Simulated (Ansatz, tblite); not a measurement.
# GeMeCl3 (CH₃Cl₃Ge): one state, many levels, part 2 of 2

How do method and basis change the picture of GeMeCl3 (CH₃Cl₃Ge) (singlet)?

Ansatz 0.2.0, Gaussian basis; as each input shows.

### Step 17. CCSD(T)/def2-TZVP

The input, in.yaml:

```yaml
crystal:
  periodic: [false, false, false]
  atoms:
    - {symbol: Ge, position_ang: [-0.001821, 0.002348, -0.806043]}
    - {symbol: C, position_ang: [0.002556, -0.003253, 1.119475]}
    - {symbol: H, position_ang: [-1.034457, 0.036524, 1.481510]}
    - {symbol: H, position_ang: [0.557666, 0.874074, 1.480295]}
    - {symbol: H, position_ang: [0.486934, -0.923514, 1.475201]}
    - {symbol: Cl, position_ang: [2.000667, -0.024886, -1.588195]}
    - {symbol: Cl, position_ang: [-0.980214, 1.755093, -1.576138]}
    - {symbol: Cl, position_ang: [-1.031322, -1.716397, -1.586084]}
basis:
  gaussian: {orbitals: def2-TZVP, initial_orbitals: start.molden}
correlation: {method: ccsd_t}
scf: {omitted_lower_state_checks: [starts]}
output: {orbitals: {seedname: orbitals}}
```

On the command line:

```
> ansatz run in.yaml --threads 4 --pin off --events-out ev --progress --plain --max-ram 4787MiB
```

The program printed (excerpt; [...] marks lines left out):

```text
Functional definition: HF
  name "HF"
  cite "Fock, Z. Phys. 61, 126 (1930) doi:10.1007/BF01340294"
  parent pbe
[...]
1317 factors; integrals over basis functions are off by at most 1.3e-3 eV
[...]
mean field -95068.19608871 eV, -3493.6917667223 hartree, gradient 8.3e-6 eV, S^2 0.000000; 0 other end points of the search recorded, 0 dependent functions left out
25 core orbitals not correlated: weight in the atoms' cores, before any rotation towards them, 1.000 or more for the frozen orbitals, at most 0.000 for the correlated occupied ones
reference -95068.19608871 eV, -3493.6917667223 hartree; 21, 21 occupied and 162, 162 virtual orbitals, 1317 factors
second order -26.38373192 eV of doubles, -0.00000000 eV of singles
cycle   1  -27.18826530 eV  change   -8.0e-1 eV  update   1.0e-1
[...]
cycle   8  -27.91651276 eV  change   -2.5e-5 eV  update   1.9e-5
perturbative correction -1.18895861 eV, -0.0436934232 hartree
Total energy: -95097.30156008 eV, -3494.7613730667 hartree
Checks for a lower state left out: starts
```

Run time: 1.9 min. Hardware: 4 threads of Intel Xeon at 2.70GHz, shared host; peak memory 2.7 GiB.

Report: Hartree-Fock HOMO -12.36 eV, LUMO 2.73 eV; T1 0.009.

### Step 18. RPA/def2-TZVP

in.yaml, as its differences from that of step 17:

```diff
@@ -13,4 +13,4 @@
   gaussian: {orbitals: def2-TZVP, initial_orbitals: start.molden}
-correlation: {method: ccsd_t}
+hamiltonian: {xc: pbe}
+correlation: {method: rpa}
 scf: {omitted_lower_state_checks: [starts]}
-output: {orbitals: {seedname: orbitals}}
```

Launched as before.

The program printed (excerpt; [...] marks lines left out):

```text
Functional definition: PBE
  name "PBE"
  cite "Perdew, Burke & Ernzerhof, Phys. Rev. Lett. 77, 3865 (1996) doi:10.1103/PhysRevLett.77.3865"
  parent pbe
[...]
1317 factors; integrals over basis functions are off by at most 1.3e-3 eV
[...]
mean field -95152.42828242 eV, -3496.7872427466 hartree, gradient 2.1e-6 eV, S^2 0.000000; 0 other end points of the search recorded, 0 dependent functions left out
25 core orbitals not correlated: weight in the atoms' cores, before any rotation towards them, 1.000 or more for the frozen orbitals, at most 0.000 for the correlated occupied ones
reference -95066.19578063 eV, -3493.6182567564 hartree; 21, 21 occupied and 162, 162 virtual orbitals, 1317 factors
Total energy: -95108.71135967 eV, -3495.1806754680 hartree
Checks for a lower state left out: starts
```

It took 6.5 s on 4 threads of Intel Xeon at 2.70GHz, shared host.

### Step 19. Comparison

| level | functions | HOMO (eV) | LUMO (eV) | gap (eV) | time |
| --- | --- | --- | --- | --- | --- |
| HF/STO-3G | 53 | -10.82 | 5.87 | 16.69 | 0.45 s |
| HF/6-31G | 83 | -12.69 | 1.86 | 14.55 | 1.4 s |
| PBE-D4/def2-SVP | 115 | -7.47 | -1.93 | 5.55 | 1.4 s |
| PBE-D4/def2-TZVP | 208 | -7.72 | -2.25 | 5.46 | 3.8 s |
| PBE-D4/def2-TZVPD | 256 | -7.78 | -2.38 | 5.40 | 4.8 s |
| r2SCAN-D4/def2-TZVP | 208 | -8.11 | -2.01 | 6.10 | 4.7 s |
| B3LYP-D4/6-31G | 83 | -9.07 | -2.09 | 6.99 | 1.7 s |
| PBE0-D4/def2-SVP | 115 | -8.99 | -0.96 | 8.03 | 2.3 s |
| PBE0-D4/def2-TZVP | 208 | -9.17 | -1.27 | 7.90 | 5.5 s |
| PBE0-D4/def2-TZVPD | 256 | -9.21 | -1.41 | 7.79 | 8 s |
| BHLYP-D4/def2-TZVP | 208 | -10.44 | -0.20 | 10.24 | 7 s |
| LC-ωPBE/def2-TZVP | 208 | -11.97 | 1.03 | 13.00 | 4.1 s |
| LC-ωPBE/def2-TZVPD | 256 | -12.00 | 0.69 | 12.69 | 6.5 s |
| ωB97M-V/def2-TZVP | 208 | -11.43 | 0.79 | 12.22 | 12 s |

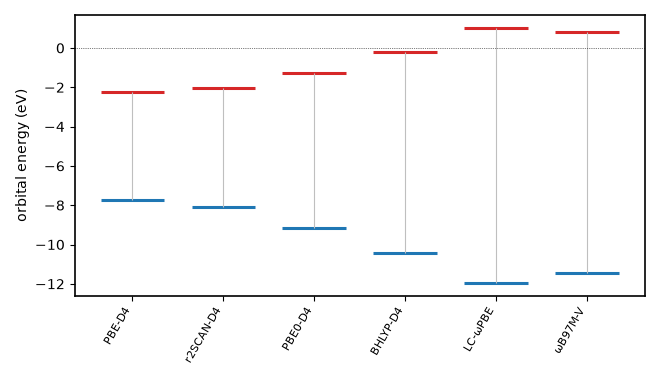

Highest filled (blue) and lowest empty (red) level in def2-TZVP.

The pieces so far (eV):

```
    basis           HF  MP2 correlation  CCSD correlation      (T)        total
def2-TZVP  -95068.1961         -26.3837          -27.9165  -1.1890  -95097.3016
```

### Step 20. Binding energy

Free atoms were run apart at each level; binding is atoms less cluster, divided by the number of atoms, without zero-point or spin-orbit terms.

Differences are taken before rounding.

| method | binding an atom (eV) | from CCSD(T)/def2-TZVP (eV) | time |
| --- | --- | --- | --- |
| HF/STO-3G | 3.355 | +0.026 | 0.45 s |
| HF/6-31G | 2.233 | -1.097 | 1.4 s |
| HF/def2-TZVP | 2.546 | -0.783 |  |
| PBE-D4/def2-SVP | 3.494 | +0.165 | 1.4 s |
| PBE-D4/def2-TZVP | 3.488 | +0.159 | 3.8 s |
| PBE-D4/def2-TZVPD | 3.487 | +0.158 | 4.8 s |
| r2SCAN-D4/def2-TZVP | 3.464 | +0.134 | 4.7 s |
| B3LYP-D4/6-31G | 3.179 | -0.151 | 1.7 s |
| PBE0-D4/def2-SVP | 3.449 | +0.119 | 2.3 s |
| PBE0-D4/def2-TZVP | 3.448 | +0.119 | 5.5 s |
| PBE0-D4/def2-TZVPD | 3.449 | +0.120 | 8 s |
| BHLYP-D4/def2-TZVP | 3.319 | -0.011 | 7 s |
| LC-ωPBE/def2-TZVP | 3.387 | +0.058 | 4.1 s |
| LC-ωPBE/def2-TZVPD | 3.387 | +0.058 | 6.5 s |
| ωB97M-V/def2-TZVP | 3.436 | +0.107 | 12 s |
| MP2/def2-TZVP | 3.414 | +0.085 |  |
| CCSD/def2-TZVP | 3.267 | -0.062 |  |
| CCSD(T)/def2-TZVP | 3.329 | 0 | 1.9 min |

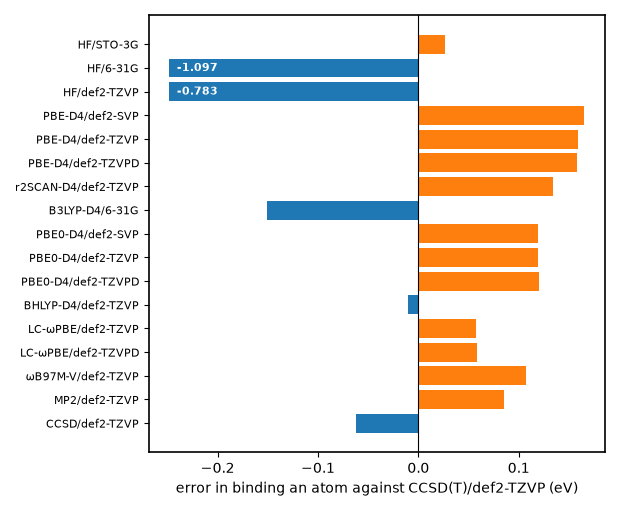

How far each level lands from CCSD(T)/def2-TZVP. Bars with a number in them are cut short.

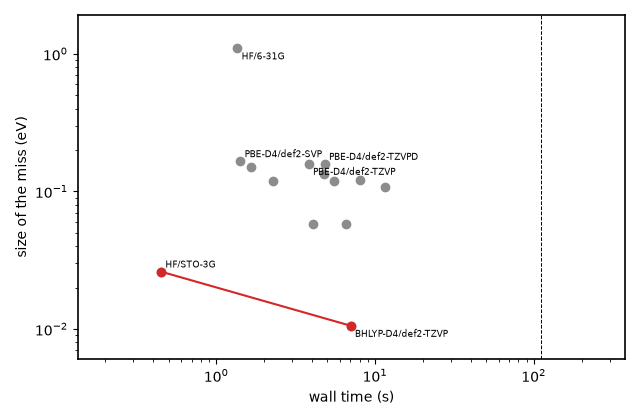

Accuracy for the time spent; red marks the levels that beat every quicker one drawn (of those quicker than the yardstick), and the dashed line is the time of CCSD(T)/def2-TZVP. Only those levels and the largest misses are named. Times are from a shared host.

### Step 21. Outcome

The summary covers parts 1 to 2.

```
                                                 quantity                                 value
gap in def2-TZVP, named functionals, smallest and largest  5.46 eV (PBE-D4), 13.00 eV (LC-ωPBE)
                    correlation energy, CCSD(T)/def2-TZVP                             -29.11 eV
                       binding an atom, CCSD(T)/def2-TZVP                              3.329 eV
          PBE0 total energy, smallest basis above largest       21.38 eV (def2-SVP, def2-TZVPD)
```

**Reading.** Orbital gaps of the named functionals in def2-TZVP span 5.46 eV (PBE-D4) to 13.00 eV (LC-ωPBE); exact exchange widens it. A small miss in a minimal or small basis is a cancelling of errors, not accuracy. The functionals in def2-TZVP miss CCSD(T)/def2-TZVP by -0.011 (BHLYP-D4) to +0.159 eV (PBE-D4) an atom. CCSD(T)/def2-TZVP isn't at the basis-set limit; small misses against it rank nothing.

BHLYP-D4/def2-TZVP reaches 0.011 eV from the reference in 7 s, where CCSD(T)/def2-TZVP took 1.9 min; the quickest level in the cost chart, HF/STO-3G, takes 0.45 s and misses by 0.026 eV. The slowest run with a step of its own, CCSD(T)/def2-TZVP, took 1.9 min; the quickest functional in def2-TZVP took 3.8 s (shared host).
